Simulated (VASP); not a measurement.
Band structure of KMgF$_{3}$ (cubic perovskite). All values below come from PBE GGA with D3 dispersion (zero damping), VASP's PBE PAW potentials (set 64) (plane waves; VASP).

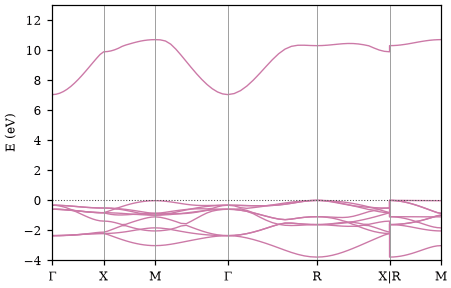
Bands along high-symmetry lines, zero at the valence-band maximum or, without a gap, the Fermi level

### Question
Read the plot: is there a gap, and where are the band edges?

### Answer
The gap is indirect, 7.05 eV, from the valence maximum at R to the conduction minimum at Γ. (Edges off the drawn lines would not show.)

Measured: gap 12.40 eV (computed value off by -5.35 eV), as given by M. Sahnoun et al., Materials Chemistry and Physics (2004), doi:10.1016/j.matchemphys.2004.11.019.

The compound is KMgF3 in the cubic perovskite structure. It was relaxed first.
